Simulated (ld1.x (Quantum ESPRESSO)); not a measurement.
# Potentials for Zr that differ in a few settings, part 2 of 2

Aim: generate and test one potential in full, then change a few of its settings and see what happens to hardness, ghosts and transferability.

ld1.x (Quantum ESPRESSO) 7.5; first potential LDA (PZ), fully relativistic. Step numbers count through all parts.

## 4. Scattering by logarithmic derivatives

Taken from the files of the generation run. The phase is arctan(r·u′/u) with u = r·R, unwrapped, with energies in Ry. A pole is an energy at which the radial function vanishes at the test radius. The pseudo phase is shifted by a multiple of π to meet the all-electron one at the reference energy. Levels narrower than the energy grid can be missing from the poles. The last column is the largest difference on the grid between −1 and +1 Ry.

| channel | radius (bohr) | reference (Ry) | poles AE | poles PS | window around the reference with phases within 0.05 rad (Ry) | largest difference near zero (rad) |
| --- | --- | --- | --- | --- | --- | --- |
| s | 3.34 | -0.75 | -4.49, 0.50 | 0.42, 3.71 | -4.5 to 1.1 | 0.037 |
| p1/2 | 3.34 | -2.97 | -2.95, 1.29 | -2.95, 2.41 | below -1.2 | 0.974 |
| p3/2 | 3.34 | -2.84 | -2.81, 1.38 | -2.81, 2.49 | below -1.2 | 0.974 |
| d3/2 | 3.34 | -0.76 | -0.51, 3.00 | -0.51, 4.20 | below 0.2 | 0.744 |
| d5/2 | 3.34 | -0.74 | -0.50, 3.02 | -0.49, 4.22 | below 0.2 | 0.705 |

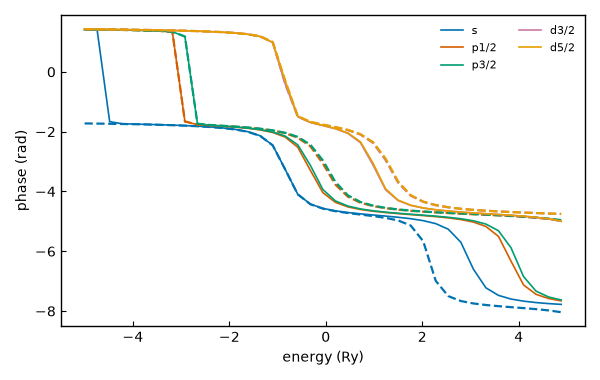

Phases by channel: all-electron solid, pseudo dashed.

## 5. Cutoff and ghost test in a Bessel basis

A separate test, outside the generator: the pseudo-atom's Hamiltonian at the reference potential is diagonalised in spherical Bessel functions j_l(qr) that vanish at 20 bohr, with q² up to the cutoff.

All-electron valence levels (Ry): 4p1/2 -2.9745, 5p1/2 -0.4818, 4p3/2 -2.8417, 5p3/2 -0.4692, 4d3/2 -0.7550, 4d5/2 -0.7446, 5s -0.7513. The lowest levels of each channel (Ry) by cutoff; the last column sums, over occupied levels, occupation times the distance from the level at 400 Ry. A positive value at high cutoff is not a bound level.

```tsv
cutoff (Ry)	p1/2 #1	p1/2 #2	p3/2 #1	p3/2 #2	d3/2 #1	d5/2 #1	s #1	f #1	Σ f·Δε (mRy)
8	-2.4844	-0.4095	-2.4375	-0.4046	-0.4189	-0.4213	-0.7492	-0.0684	3256.5
15	-2.9515	-0.4185	-2.8175	-0.4123	-0.6507	-0.6471	-0.7512	-0.0685	343.8
21	-2.9599	-0.4185	-2.8212	-0.4123	-0.7388	-0.7299	-0.7513	-0.0685	142.3
35	-2.9715	-0.4187	-2.8382	-0.4126	-0.7550	-0.7446	-0.7513	-0.0685	20.3
40	-2.9732	-0.4188	-2.8403	-0.4126	-0.7550	-0.7446	-0.7513	-0.0685	8.5
45	-2.9743	-0.4188	-2.8415	-0.4127	-0.7550	-0.7446	-0.7513	-0.0685	1.8
50	-2.9744	-0.4188	-2.8416	-0.4127	-0.7550	-0.7446	-0.7513	-0.0685	1.0
60	-2.9744	-0.4188	-2.8416	-0.4127	-0.7550	-0.7446	-0.7513	-0.0685	0.8
400	-2.9745	-0.4188	-2.8418	-0.4127	-0.7550	-0.7446	-0.7513	-0.0685	0.0
```

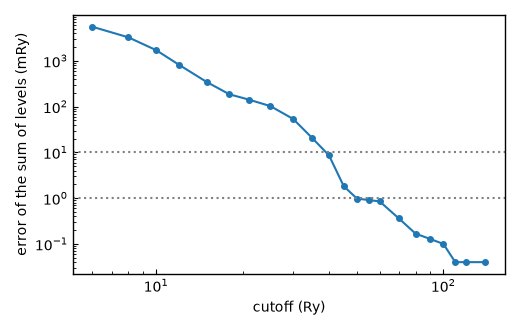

Occupation-weighted error of the valence levels against the cutoff; the dotted lines mark 10 and 1 mRy.

The sum stays within 10 mRy from 40 Ry and within 1 mRy from 50 Ry. The sum leaves out empty levels, which can need more. Ghost test: no level below the all-electron spectrum of its channel (p1/2, p3/2, d3/2, d5/2, s, f tested).

## 6. Variant: scalar-relativistic; waves 4d (bound): rc 1.85 bohr

The input, Zr.in:

```
 &input
   title='Zr', zed=40., rel=1, dft='PZ', iswitch=3,
   config='[Kr] 4d2 5s1 5p0',
   nld=3, rlderiv=3.35, eminld=-5.0, emaxld=5.0, deld=0.02
 /
 &inputp
   pseudotype=2, tm=.false., rho0=0.02, lloc=0,
   nlcc=.false.,
   file_pseudopw='Zr.UPF', file_wfcaegen='ae.wfc', file_wfcncgen='nc.wfc', file_beta='beta', file_chi='chi'
 /
3
4P  2  1   6.00   0.00  1.75  1.75  0.0
4D  3  2   2.00   0.00  1.85  1.85  0.0
5S  1  0   1.00   0.00  3.10  3.10  0.0
 &test
   configts(1)='4p6 4d2 5s1 5p0'
 /
```

Launch:

```console
$ ld1.x < Zr.in > Zr.out
```

What the program wrote to Zr.out (without the banner and most projector matrices):

```text
     Program LD1 v.7.5
     --------------------------- All-electron run ----------------------------

     Zr
     scalar relativistic calculation

     atomic number is 40.00
     dft =PZ   lsd =0 sic =0 latt =0  beta=0.20 tr2=1.0E-14
     Exchange-correlation= PZ
                           (   1   1   0   0   0   0   0)
     mesh =1225 r(mesh) = 100.59681 a.u. xmin = -7.00 dx = 0.01250
     1 Ry =  13.60569312 eV, c = 137.03599908

     n l     nl                  e(Ry)          e(Ha)          e(eV)
     1 0     1S 1( 2.00)     -1308.7141      -654.3570    -17805.9623
     2 0     2S 1( 2.00)      -181.8043       -90.9021     -2473.5734
     2 1     2P 1( 6.00)      -162.3094       -81.1547     -2208.3325
     3 0     3S 1( 2.00)       -30.1647       -15.0824      -410.4120
     3 1     3P 1( 6.00)       -23.8146       -11.9073      -324.0135
     4 0     4S 1( 2.00)        -4.5032        -2.2516       -61.2688
     4 1     4P 1( 6.00)        -2.8850        -1.4425       -39.2519
     3 2     3D 1(10.00)       -13.3559        -6.6779      -181.7157
     4 2     4D 1( 2.00)        -0.7488        -0.3744       -10.1878
     5 0     5S 1( 1.00)        -0.7514        -0.3757       -10.2234
     5 1     5P 1( 0.00)        -0.4733        -0.2366        -6.4391

     final scf error:  2.5E-15 reached in  34 iterations

     Etot =   -7188.652329 Ry,   -3594.326165 Ha,  -97806.597558 eV

     Ekin =    7389.314207 Ry,    3694.657104 Ha,  100536.741491 eV
     Encl =  -17298.341892 Ry,   -8649.170946 Ha, -235355.931325 eV
     Eh   =    2939.858526 Ry,    1469.929263 Ha,   39998.812935 eV
     Exc  =    -219.483170 Ry,    -109.741585 Ha,   -2986.220658 eV

     normalization and overlap integrals

     s(1S/1S) =  1.000000  <r> =   0.0371  <r2> =    0.0019  r(max) =   0.0241
     s(2S/2S) =  1.000000  <r> =   0.1628  <r2> =    0.0312  r(max) =   0.1368
     s(2P/2P) =  1.000000  <r> =   0.1418  <r2> =    0.0246  r(max) =   0.1093
     s(3S/3S) =  1.000000  <r> =   0.4594  <r2> =    0.2420  r(max) =   0.4111
     s(3P/3P) =  1.000000  <r> =   0.4628  <r2> =    0.2497  r(max) =   0.4010
     s(4S/4S) =  1.000000  <r> =   1.2116  <r2> =    1.6667  r(max) =   1.0764
     s(4P/4P) =  1.000000  <r> =   1.3674  <r2> =    2.1484  r(max) =   1.1748
     s(3D/3D) =  1.000000  <r> =   0.4528  <r2> =    0.2481  r(max) =   0.3451
     s(4D/4D) =  1.000000  <r> =   2.1419  <r2> =    5.5684  r(max) =   1.5859
     s(5S/5S) =  1.000000  <r> =   3.3916  <r2> =   12.9728  r(max) =   2.9628
     s(5P/5P) =  1.000000  <r> =   4.2106  <r2> =   20.0460  r(max) =   3.6642

     ------------------------ End of All-electron run ------------------------

     --------------------- Generating NC pseudopotential ---------------------

      Generating local pot.: lloc=0, matching radius rcloc =   3.1000

      Wfc   4P  rcut= 1.753  Estimated cut-off energy=       58.74 Ry
      This function has    0 nodes for 0 < r <    1.753

      Wfc   4D  rcut= 1.842  Estimated cut-off energy=       68.05 Ry
      This function has    0 nodes for 0 < r <    1.842

     ------------------- End of pseudopotential generation -------------------

     [... the all-electron block is printed once more ...]


     Computing logarithmic derivative in   3.33639

       Warning: n=2, l=1 expected 0 nodes, found 1
       Setting wfc to zero for this iteration
       (This warning will only be printed once per wavefunction)

     Computing logarithmic derivative in   3.33639
     Computing the partial wave expansion
       no projector for channel:   0
     R is outside the sphere for l=    1 j= 0.00
     R is outside the sphere for l=    2 j= 0.00

     ---------------------- Testing the pseudopotential ----------------------

     Zr
     scalar relativistic calculation

     atomic number is 40.00   valence charge is 10.00
     dft =PZ   lsd =0 sic =0 latt =0  beta=0.20 tr2=1.0E-14
     mesh =1225 r(mesh) = 100.59681 xmin = -7.00 dx = 0.01250

     n l     nl             e AE (Ry)        e PS (Ry)    De AE-PS (Ry)
     2 1     4P   1( 6.00)       -2.88496       -2.88496       -0.00000
     3 2     4D   1( 2.00)       -0.74879       -0.74879        0.00000
     1 0     5S   1( 1.00)       -0.75141       -0.75141        0.00000
     3 1     5P   1( 0.00)       -0.47326       -0.41471       -0.05856  !

     eps = 8.5E-17  iter = 12

     Etot =   -7188.652329 Ry,   -3594.326165 Ha,  -97806.597558 eV
     Etotps =   -59.920792 Ry,     -29.960396 Ha,    -815.263909 eV

     Ekin =      24.003646 Ry,      12.001823 Ha,     326.586239 eV
     Encl =     -74.599480 Ry,     -37.299740 Ha,   -1014.977628 eV
     Ehrt =      42.767273 Ry,      21.383636 Ha,     581.878387 eV
     Ecxc =      -7.799561 Ry,      -3.899781 Ha,    -106.118437 eV
     Epseu=     -44.292670 Ry,     -22.146335 Ha,    -602.632470 eV

     ---------------------- End of pseudopotential test ----------------------
```

Wall time 2.5 s (1 thread, shared host). This counts the later configuration tests of the new file too.

The new file went through the configuration test as well (its log is not shown).

The input, Zr.test.in:

```
 &input
   title='Zr', zed=40., rel=1, dft='PZ', iswitch=2,
   config='[Kr] 4d2 5s1 5p0'
 /
 &test
   file_pseudo='Zr.UPF', nconf=10,
   configts(1)='4p6 4d2 5s1 5p0',
   configts(2)='4p6 4d2 5s2 5p0',
   configts(3)='4p6 4d2 5s0 5p0',
   configts(4)='4p6 4d1 5s0 5p0',
   configts(5)='4p6 4d2 5s1 5p1',
   configts(6)='4p6 4d1 5s2 5p1',
   configts(7)='4p5 4d2 5s2 5p0',
   configts(8)='4p6 4d2 5s0 5p2',
   configts(9)='4p6 4d2 5s1 5p0', lsdts(9)=1,
   configts(10)='4p6 4d2 5s2 5p0', lsdts(10)=1
 /
```

Energies count from the reference configuration 4p6 4d2 5s1 5p0; the error is all-electron less pseudo. Spin-polarised rows fill open shells by Hund's rule and count from the unpolarised reference. A star marks tests that logged a warning.

| valence configuration | charge | ΔE all-electron (eV) | error AE − PS (meV) |
| --- | --- | --- | --- |
| 4p6 4d2 5s2 5p0 | 0 | -7.352 | -0.4 |
| 4p6 4d2 5s0 5p0 * | +2 | 13.241 | -5.8 |
| 4p6 4d1 5s0 5p0 | +3 | 36.062 | -14 |
| 4p6 4d2 5s1 5p1 | 0 | -4.235 | -499 |
| 4p6 4d1 5s2 5p1 | 0 | -4.287 | -726 |
| 4p5 4d2 5s2 5p0 | +1 | 30.712 | -300 |
| 4p6 4d2 5s0 5p2 | 0 | -0.956 | -1178 |
| 4p6 4d2 5s1 5p0 (spin-polarised) | +1 | -1.081 | +100 |
| 4p6 4d2 5s2 5p0 (spin-polarised) | 0 | -7.835 | +62 |

Compared with the first run, the loose cutoff stays at 40 Ry, the largest error in the tests that it solved is -1178 meV (4p6 4d2 5s0 5p2) and there is no bound ghost.

## 7. Results

What follows sums up all 2 parts.

Cutoffs, loose and tight: the cutoffs (Ry, on a coarse ladder) from which the occupation-weighted sum of valence levels, in a spherical-Bessel basis at the reference potential, stays within 10 and 1 mRy of its value at 400 Ry; empty and scattering waves don't count. The number of plane waves in a given cell goes as the cutoff to the power 3/2; it is given for the loose cutoff, relative to the first potential. Test errors are all-electron less pseudo; runs with another core, reference, functional or relativity have tests of their own. The phase difference is the largest within 1 Ry of zero, over the channels with partial waves.

```tsv
change	outcome	cutoff, loose	cutoff, tight	plane waves, relative	bound ghosts	largest test error (meV)	phase difference near zero (rad)
first potential	generated	40 Ry	50 Ry	1.00	none	-1181	0.974
scalar-relativistic; waves 4d (bound): rc 1.85 bohr	generated	40 Ry	55 Ry	1.00	none	-1178	0.975
```

What this shows: 

The first potential by itself. By total energies transferability is poor: the largest error is 1181 meV on 1.0 eV, for 4p6 4d2 5s0 5p2. The potential is of middling hardness: the looser tolerance needs 40 Ry. The slowest occupied level is 4p: taken alone it needs 45 Ry to come within 1 mRy, against 30 Ry for 4d. No bound ghost shows below the valence levels.
